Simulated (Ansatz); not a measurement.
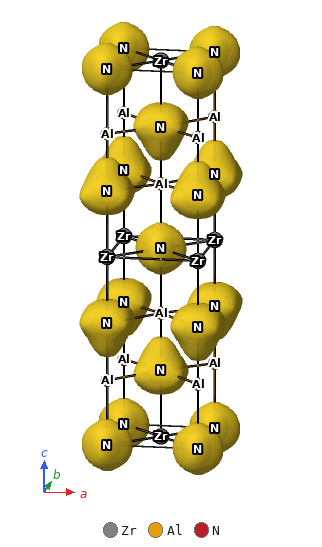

*ZrAl2N3. Isosurface of the electron localisation function at 0.75 (yellow), seen slightly off an axis. Only the valence region is drawn (cores and ρ < 0.01 e/Å³ removed). Sticks mark near contacts.*

Space group I4/mmm; a structure generated by program, which may or may not match a known phase; computed without spin polarisation.

Method: DFT PBE, scalar-relativistic, plane waves, PAW (Ansatz).

Core electrons are frozen (PAW), and the valence fields are smoothed inside the atomic spheres.

The calculation's input:

```
crystal:
  lattice:
    - [-1.5357888276, 1.5357888276, 6.4242331623]
    - [1.5357888276, -1.5357888276, 6.4242331623]
    - [1.5357888276, 1.5357888276, -6.4242331623]
  atoms:
    - { symbol: Zr, position: [0.5, 0.5, 0.0] }
    - { symbol: Al, position: [0.8280453558, 0.8280453558, 0.0] }
    - { symbol: Al, position: [0.1719546442, 0.1719546442, 0.0] }
    - { symbol: "N", position: [0.676171034, 0.676171034, 0.0] }
    - { symbol: "N", position: [0.323828966, 0.323828966, 0.0] }
    - { symbol: "N", position: [0.0, 0.0, 0.0] }
basis:
  ecutwfc: 420
kpoints:
  mp_grid: { grid: [18, 18, 18] }
hamiltonian:
  xc: pbe
scf:
  occupations: { method: gaussian, width: 0.1 }
output:
  forces: true
  stress: true
  eigenvalues: true
  write_density: true
  write_potential: true
  elf: true
  volumetric_format: npy
relax:
  adjacent_minimum: "off"
  f_tol: 0.01
  max_steps: 80
  cell: { stress_tol: 0.05 }
```

Run with:

```sh
ansatz run input.yaml --threads 1 --pin off --max-ram 2560MiB --backend cpu --events-out ev --progress --plain --runs-dir out
```

Below, planes, directions and counts refer to the conventional cell (a = 3.07 Å, b = 3.07 Å, c = 12.85 Å, α = 90.00°, β = 90.00°, γ = 90.00°).

The fields are those of the run's last geometry, not of the input's.

Q: Describe the localisation domains.

A: At this value the surface marks out four regions on N in which the atom's valence shell and bonds are merged and two regions wrapped around N (the valence shell of each), counted in one cell of 12 atoms. Regions shared between cells count once.

Values along the shortest contacts:
Al–N (1.95 Å): the ELF peaks at about 0.90 in the valence shell of N, 0.7 Å from its nucleus, and is about 0.85 at the midpoint. Zr–N (2.17 Å): the ELF peaks at about 0.80 in the valence shell of N, 0.6 Å from its nucleus, and drops to about 0.20 between the two atoms: no shared electron pair shows on this line.
